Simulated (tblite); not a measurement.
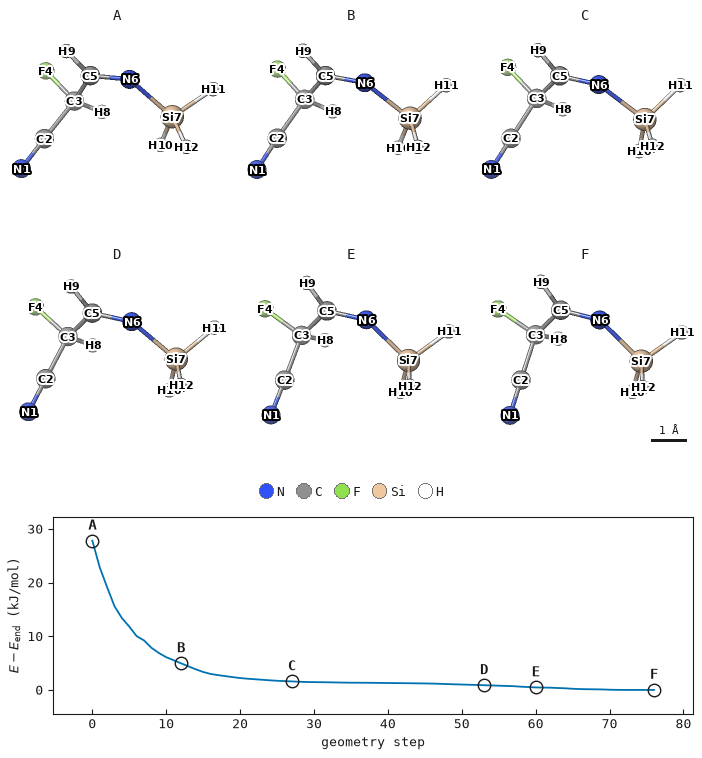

Frames of a relaxation of C3H5FN2Si, marked on the history of the run. The picture is a ball-and-stick view, seen at a tilt.

These are results of GFN2-xTB geometry optimisation, gas phase (tblite), not measurements. 

Question: Describe the path.

Answer: N1 moves most after the best rigid fit: 0.64 Å. Largest moves by element: N 0.64 Å, H 0.54 Å, F 0.53 Å, C 0.26 Å, Si 0.17 Å. Some distances before and after: C3–C5 1.477 → 1.527 Å, C3–F4 1.396 → 1.375 Å, C5–N6 1.257 → 1.239 Å, N6–Si7 1.744 → 1.727 Å. Bond angles that change, for instance: C5–N6–Si7 123.3° → 136.2°, H11–Si7–H12 106.7° → 114.8°, N6–Si7–H11 108.6° → 101.6°. Groups turn about C3–C5 by about 25°. Over 76 geometry steps the energy falls by 27.8 kJ/mol. Cost: 0.66 s on 1 thread of Arm Neoverse N1, on a shared host. From step 0 to 12: N and H atoms move most (0.14 Å), energy −22.9 kJ/mol. From step 12 to 27: H10 moves most (0.23 Å), energy −3.37 kJ/mol. From step 27 to 53: N1 moves most (0.18 Å), energy −0.71 kJ/mol. From step 53 to 60: N1 moves most (0.26 Å), energy −0.41 kJ/mol. From step 60 to 76: N1 moves most (0.15 Å), energy −0.47 kJ/mol.

```tsv
step	E − E(0), kJ/mol
0	0.00
1	-4.98
2	-8.67
3	-12.22
4	-14.43
5	-16.02
6	-17.80
7	-18.59
8	-19.97
9	-20.93
10	-21.72
13	-23.42
17	-25.05
20	-25.60
24	-26.02
27	-26.22
31	-26.37
34	-26.45
38	-26.49
41	-26.54
45	-26.60
48	-26.72
52	-26.88
55	-27.02
59	-27.27
62	-27.39
66	-27.65
69	-27.72
73	-27.81
76	-27.81
```
